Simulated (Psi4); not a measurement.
# BCl2F (SMILES FB(Cl)Cl) at B3LYP/6-31G(d) (spherical functions)

What is the vertical ionisation energy of BCl2F at B3LYP/6-31G* (spherical functions)? 

The calculation is run with Psi4 1.11.

2 further runs of the same task are left out: 2 set aside as unsound or not needed.

**1. The molecule**

BCl2F has 4 atoms, charge 0, and is taken as a singlet. As SMILES, `FB(Cl)Cl`. Geometry: relaxed at PBE0-D4/def2-TZVP.

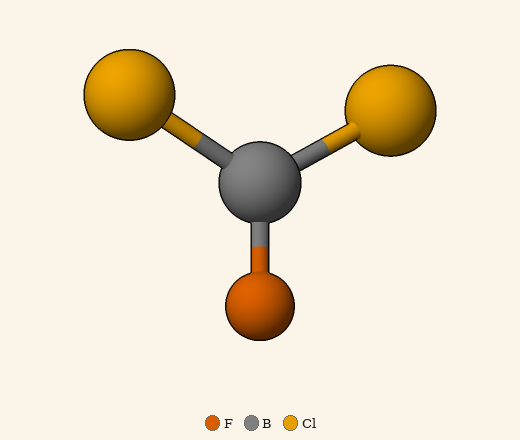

Viewed from a chosen angle; fluorine orange, boron grey, chlorine amber.

**2. Energy and gradient at B3LYP/6-31G(d) (spherical functions)**

File job.inp:

```
memory 2.2 GB

molecule molecule1 {
  0 1
  F
  B 1 r2
  Cl 2 r3 1 a3
  Cl 2 r4 1 a4 3 d4

  r2 = 1.31022
  r3 = 1.73877
  a3 = 119.25945
  r4 = 1.738768
  a4 = 119.25911
  d4 = 179.99951
  symmetry c1
  no_reorient
  no_com
}

set basis 6-31G*
set puream true
set e_convergence 1e-09
set d_convergence 1e-08
set scf_type pk
set dft_radial_points 99
set dft_spherical_points 590

energy_value, wavefunction = gradient("b3lyp", return_wfn=True)
oeprop(wavefunction, "LOWDIN_CHARGES", "MAYER_INDICES", "WIBERG_LOWDIN_INDICES")
print_variables()
```

Run with:

```bash
$ psi4 job.inp job.out -n 1
```

job.out, shortened:

```text
[...]
  Running in c1 symmetry.
[...]
  Nuclear repulsion =  181.669089852411787
[...]
  Multiplicity = 1
[...]
  Nalpha       = 24
  Nbeta        = 24
[...]
    Number of basis functions: 64
[...]
   @RKS iter   1: -1045.16924944157449   -7.96827e-02   5.42844e-03 DIIS/ADIIS
[...]
   @RKS iter  10: -1045.21743114415881   -3.41061e-12   3.38310e-09 DIIS
[...]
    Orbital Energies [Eh]
    ---------------------
    Doubly Occupied:
       1A   -101.548581     2A   -101.548559     3A    -24.738964
       4A     -9.483346     5A     -9.483287     6A     -7.243947
       7A     -7.243944     8A     -7.238472     9A     -7.238466
      10A     -7.236671    11A     -7.236665    12A     -6.907477
      13A     -1.253000    14A     -0.882635    15A     -0.852015
      16A     -0.585357    17A     -0.510716    18A     -0.497959
      19A     -0.496708    20A     -0.406059    21A     -0.379306
      22A     -0.365573    23A     -0.349010    24A     -0.331554
[...]
  @RKS Final Energy: -1045.21743114415881
   => Energetics <=
    Nuclear Repulsion Energy =            181.6690898524117870
    One-Electron Energy =               -1804.8353945059529906
    Two-Electron Energy =                 635.2825401451725611
    DFT Exchange-Correlation Energy =     -57.3336666357903155
    Empirical Dispersion Energy =           0.0000000000000000
    VV10 Nonlocal Energy =                  0.0000000000000000
    Total Energy =                      -1045.2174311441588088
[...]
 Multipole Moments:
 ------------------------------------------------------------------------------------
     Multipole            Electronic (a.u.)      Nuclear  (a.u.)        Total (a.u.)
 ------------------------------------------------------------------------------------
 L = 1.  Multiply by 2.5417464519 to convert [e a0] to [Debye]
 Dipole X            :         -0.0000089            0.0000050           -0.0000038
 Dipole Y            :         -0.0000013            0.0000013           -0.0000001
 Dipole Z            :         -0.9909414            0.9685145           -0.0224269
 Magnitude           :                                                    0.0224269
[...]
  -Total Gradient:
     Atom            X                  Y                   Z
    ------   -----------------  -----------------  -----------------
       1        0.000000298121     0.000000541500     0.006487775909
       2       -0.000000702290     0.000000335579     0.000784860824
       3        0.000000232763     0.007092124156    -0.003631691541
       4        0.000000172105    -0.007093001362    -0.003632596189
[...]
```

It took 6.3 s on 1 thread of Intel Xeon 6975P-C (Granite Rapids), shared host; peak memory 0.58 GiB.

**3. The doublet cation at the same level**

File bcl2f.xyz:

```xyz
4
BCl2F
F      0.114370    -1.165320    -0.781190
B      0.007910    -0.080610    -0.054040
Cl    -1.549540     0.373780     0.571420
Cl     1.427260     0.872140     0.263810
```

File job.py:

```python
import psi4

psi4.set_memory(2200000000)
psi4.set_num_threads(1)
psi4.set_output_file('bcl2f.out', False)

with open('bcl2f.xyz') as f:
    atoms = ''.join(f.readlines()[2:])
mol = psi4.geometry('1 2\n' + atoms + 'symmetry c1')

options = {'reference': 'uks', 'puream': True, 'e_convergence': 1e-09, 'd_convergence': 1e-08, 'scf_type': 'pk', 'dft_radial_points': 99, 'dft_spherical_points': 590, 'maxiter': 100}
psi4.set_options(options)

result = psi4.gradient('b3lyp/6-31G*', molecule=mol)
print('gradient / Eh bohr^-1')
print(result.np.round(6))
```

Run with:

```bash
$ python job.py
```

bcl2f.out, shortened:

```text
[...]
  Running in c1 symmetry.
[...]
  Nuclear repulsion =  181.669072785720459
[...]
  Multiplicity = 2
[...]
  Nalpha       = 24
  Nbeta        = 23
[...]
    Number of basis functions: 64
[...]
   @UKS iter   1: -1044.75306612779036    3.36500e-01   4.70914e-03 DIIS/ADIIS
[...]
   @UKS iter  14: -1044.78535662714239   -4.54747e-13   1.17912e-09 DIIS
[...]
   @S^2 Observed:                7.535976286E-01
[...]
  @UKS Final Energy: -1044.78535662714239
   => Energetics <=
    Nuclear Repulsion Energy =            181.6690727857204593
    One-Electron Energy =               -1791.5410340902287771
    Two-Electron Energy =                 622.1101035758659918
    DFT Exchange-Correlation Energy =     -57.0234988985000939
    Empirical Dispersion Energy =           0.0000000000000000
    VV10 Nonlocal Energy =                  0.0000000000000000
    Total Energy =                      -1044.7853566271423915
[...]
 Multipole Moments:
 ------------------------------------------------------------------------------------
     Multipole            Electronic (a.u.)      Nuclear  (a.u.)        Total (a.u.)
 ------------------------------------------------------------------------------------
 L = 1.  Multiply by 2.5417464519 to convert [e a0] to [Debye]
 Dipole X            :          0.0339012           -0.0786930           -0.0447917
 Dipole Y            :         -0.3454276            0.8018151            0.4563875
 Dipole Z            :         -0.2315705            0.5375133            0.3059428
 Magnitude           :                                                    0.5512684
[...]
  -Total Gradient:
     Atom            X                  Y                   Z
    ------   -----------------  -----------------  -----------------
       1        0.001365088101    -0.013904374279    -0.009320755046
       2       -0.003372026713     0.034360643838     0.023033465361
       3        0.002224603728    -0.010020492117    -0.006980458627
       4       -0.000218222937    -0.010430094713    -0.006728441320
[...]
```

On the terminal:

```text
gradient / Eh bohr^-1
[[ 0.001365 -0.013904 -0.009321]
 [-0.003372  0.034361  0.023033]
 [ 0.002225 -0.01002  -0.00698 ]
 [-0.000218 -0.01043  -0.006728]]
```

It took 11 s on 1 thread of Intel Xeon 6975P-C (Granite Rapids), shared host; peak memory 0.57 GiB.

**4. Results**

Level: B3LYP/6-31G* (spherical functions).

```
                                          quantity           value
                       singlet BCl2F: total energy  -1045.21743 Eh
                      singlet BCl2F: dipole moment          0.06 D
                        singlet BCl2F: HOMO energy        -9.02 eV
                        singlet BCl2F: LUMO energy        -0.97 eV
                      singlet BCl2F: HOMO–LUMO gap         8.05 eV
           singlet BCl2F: largest force on an atom      0.410 eV/Å
                      doublet cation: total energy  -1044.78536 Eh
doublet cation: HOMO energy (highest over α and β)       -16.46 eV
 doublet cation: LUMO energy (lowest over α and β)       -14.49 eV
                              doublet cation: ⟨S²⟩           0.754
          doublet cation: largest force on an atom      2.134 eV/Å
vertical ionisation energy (to the doublet cation)       11.757 eV
```

In words: The vertical ionisation energy comes to 11.76 eV (271 kcal/mol). The largest force (singlet BCl2F) is 0.41 eV/Å: the shape isn't a stationary point for this species at this level. −ε(HOMO) before ionisation, 9.02 eV, is 2.74 eV below this ionisation energy.
